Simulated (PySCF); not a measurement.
## Electronic structure of C₆H₅NO (SMILES O=Cc1cccnc1) in real space

```xyz
13

O     2.7840    1.1250   -0.3557
C     2.2081    0.1389    0.0233
C     0.7489   -0.0309    0.0398
C    -0.0950    0.9898   -0.4051
C    -1.4614    0.7860   -0.3734
C    -1.9326   -0.4320    0.1017
N    -1.1438   -1.4060    0.5263
C     0.1595   -1.2114    0.4967
H     2.7618   -0.7436    0.4004
H     0.3392    1.9123   -0.7627
H    -2.1480    1.5479   -0.7078
H    -2.9932   -0.6421    0.1461
H     0.7681   -2.0336    0.8526
```

Geometry: GFN2-xTB.

All numbers below come from PBE0/pcSseg-1, SCF density, in a chloroform solvent model, non-relativistic (PySCF 2.14.0).

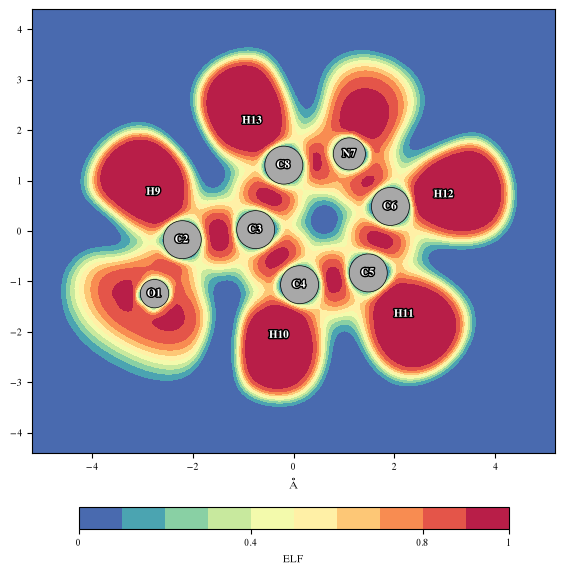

Figure 1. ELF on the molecular plane. Grey discs cover the atomic cores.

> What do the fields say about this system?

Atoms in the plane: O, C, N and H.
C–O (1.20 Å): the ELF peaks at about 0.85 between the atoms: a multiple bond.
C–N (1.32 Å): the ELF peaks at about 0.90 between the atoms; localised, covalent bonding.
C–C (1.38 Å): the ELF peaks at about 0.95 between the atoms; localised, covalent bonding.
C–H (1.08 Å): the ELF climbs to about 1 towards the hydrogen, as it does in any bond to H: an ordinary covalent bond to hydrogen.
C–C (1.47 Å): the ELF peaks at about 0.95 between the atoms, as expected for a covalent bond.
The ELF also peaks beside O1 and N7, away from the bonds: lone-pair regions.

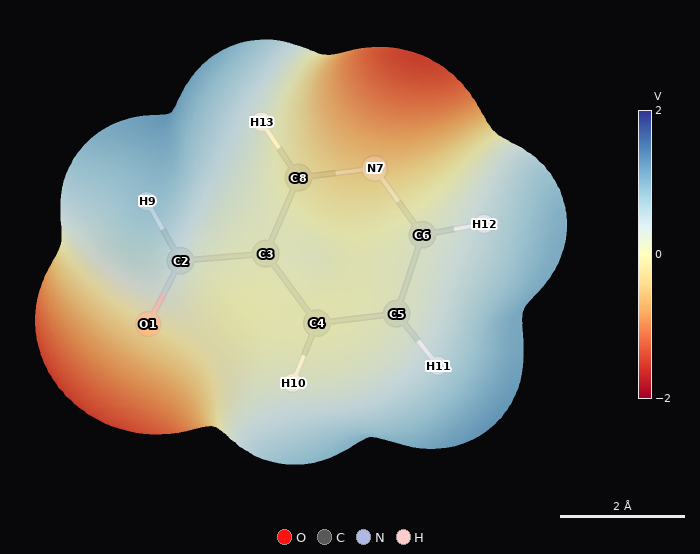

Figure 2. The molecular electrostatic potential painted on the density surface at 0.001 e/bohr³, seen at a tilt; red is negative and blue positive.

> Where is the surface potential most negative and most positive?

The most negative region (about −1.6 V, or −37 kcal/mol for a unit charge) lies over O1, the most positive (about +1.2 V, or +28 kcal/mol for a unit charge) over H9, H11 and H13. O1 is the likeliest acceptor of a hydrogen bond.

> How polar is the molecule by this calculation?

Its dipole moment is 1.94 D.

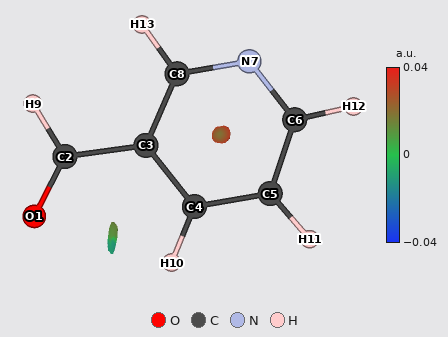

Figure 3. Non-covalent interaction (NCI) plot: the surface where the reduced density gradient is 0.5, for densities under 0.05 a.u., coloured by sign(λ₂)ρ; seen across its widest extent.

> What holds or crowds the atoms apart from the covalent bonds?

Near H10, O1 and C4: mostly steric crowding (olive to red); inside the ring or cage of C3, C4, C5, C6, N7 and C8: steric crowding (red).
